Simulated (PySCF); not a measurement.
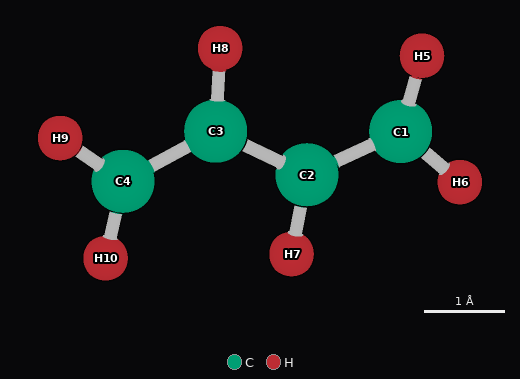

Fig. 1: The structure (ball-and-stick view, seen at a tilt; atoms are numbered from 1 in the order of the input). Bond lengths as drawn: C–C 1.34 to 1.44 Å and C–H 1.04 to 1.10 Å.

## Run report: C₄H₆, NMR shielding calculation

C₄H₆ (1,3-butadiene), computed with GIAO PBE0/pcSseg-1 NMR shielding, non-relativistic, gas phase (PySCF 2.14.0).

The geometry comes from this level: GFN2-xTB, MD frame at 7500 fs, 400 K. Figures and captions count atoms from 1; the log counts them from 0 in places.

Output:
```
coarse grid: 8064 points
cycle   1  E = -155.7139068158  dE =  3.710e-01  |g| = 3.034e-01  |ddm| = 2.747e+00
cycle   2  E = -155.7189129009  dE = -5.006e-03  |g| = 2.822e-01  |ddm| = 5.114e-01
cycle   3  E = -155.7404488495  dE = -2.154e-02  |g| = 2.430e-02  |ddm| = 2.509e-01
cycle   4  E = -155.7404391948  dE =  9.655e-06  |g| = 2.542e-02  |ddm| = 3.656e-02
cycle   5  E = -155.7406028548  dE = -1.637e-04  |g| = 1.508e-03  |ddm| = 1.927e-02
cycle   6  E = -155.7406033516  dE = -4.968e-07  |g| = 4.145e-04  |ddm| = 1.717e-03
final grid: 77064 points
cycle   7  E = -155.7650854133  dE = -1.914e-05  |g| = 5.943e-03  |ddm| = 1.954e-02
cycle   8  E = -155.7650860431  dE = -6.298e-07  |g| = 5.757e-03  |ddm| = 9.857e-03
cycle   9  E = -155.7650949153  dE = -8.872e-06  |g| = 8.191e-04  |ddm| = 5.109e-03
cycle  10  E = -155.7650950858  dE = -1.705e-07  |g| = 1.140e-04  |ddm| = 6.853e-04
cycle  11  E = -155.7650950889  dE = -3.136e-09  |g| = 2.407e-05  |ddm| = 8.191e-05
cycle  12  E = -155.7650950890  dE = -8.617e-11  |g| = 1.441e-05  |ddm| = 2.742e-05
```

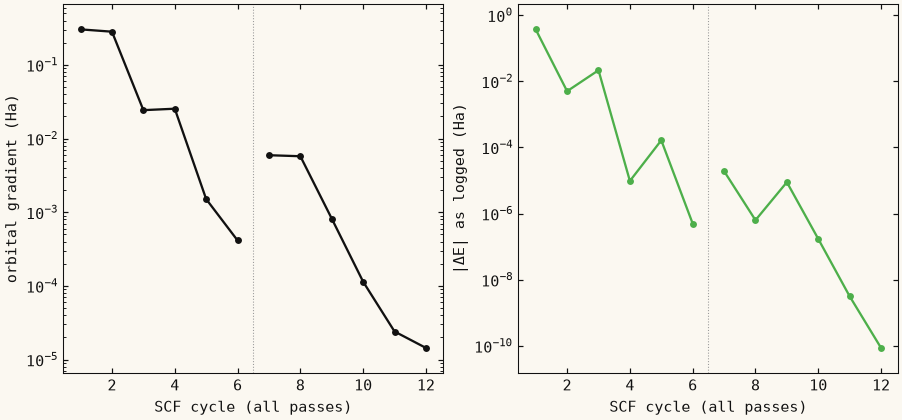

Fig. 2: Convergence of the self-consistent field: orbital gradient and size of the energy change against the SCF cycle. The dotted line marks the change from a coarse to the final integration grid. The first 6 cycles use a coarse grid, the final grid takes over at cycle 7, and the field converges after 12 cycles in all.

```
converged SCF energy = -155.7650950890

GIAO shielding tensors (ppm)
atom      isotropic    diamagn.    paramagn.     s11        s22        s33       span
  0 C       63.580     245.048    -181.468    -47.804     75.157    163.386    211.190
  1 C       36.035     268.081    -232.046    -79.675     39.581    148.200    227.875
  2 C       42.101     260.113    -218.011    -71.883     41.814    156.373    228.257
  3 C       59.542     254.312    -194.770    -50.167     63.913    164.881    215.047
  4 H       26.099      24.840       1.259     22.986     25.726     29.583      6.597
  5 H       26.077      32.583      -6.507     23.546     25.293     29.390      5.844
  6 H       24.982      42.445     -17.463     22.421     23.546     28.978      6.557
  7 H       25.095      26.988      -1.893     22.464     24.318     28.502      6.038
  8 H       26.262      26.059       0.202     23.788     25.226     29.770      5.982
  9 H       26.398      36.116      -9.718     23.091     26.722     29.382      6.291
```

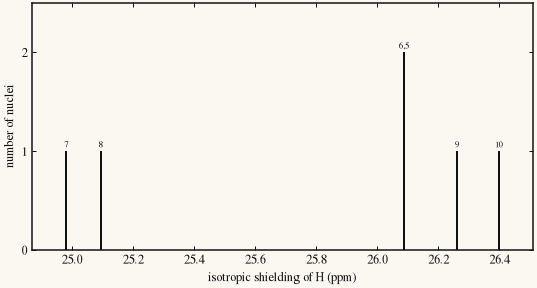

Fig. 3: Isotropic shieldings of the hydrogen nuclei in this fixed geometry, labelled by atom number; shielding grows to the right, so chemical shift grows to the left. The least shielded is H7 (25.0 ppm), the most shielded H10 (26.4 ppm).

The run was set up as follows.

The input:
```
{"job": {"kind": "nmr", "xc": "PBE0", "basis": "pcSseg-1", "pop": false}, "charge": 0, "multiplicity": 1}
C      3.149685     5.047428    -3.330633
C      3.797137     4.123193    -2.608742
C      4.777657     4.255269    -1.568873
C      5.252912     3.235946    -0.843846
H      3.468714     6.078717    -3.293047
H      2.500399     4.702346    -4.116457
H      3.474711     3.083594    -2.735267
H      4.980939     5.262779    -1.254459
H      5.966392     3.484286    -0.070169
H      5.021647     2.223802    -0.960589
```

The first line tells a small driver script what to run in PySCF; the rest is the geometry in Å.

Command:
```bash
OMP_NUM_THREADS=1 python <driver script> task.json out
```

Results in brief:

| quantity | value |
| --- | --- |
| outcome | converged |
| total energy | −155.765095 hartree |
| HOMO | −6.84 eV |
| LUMO | −0.99 eV |
| dipole moment | 0.17 D |
| isotropic shielding, C | 36.0 to 63.6 ppm |
| isotropic shielding, H | 25.0 to 26.4 ppm |
| hardware | 1 CPU thread, shared host |
| wall time | 4.8 s |
| peak memory | 0.48 GiB |
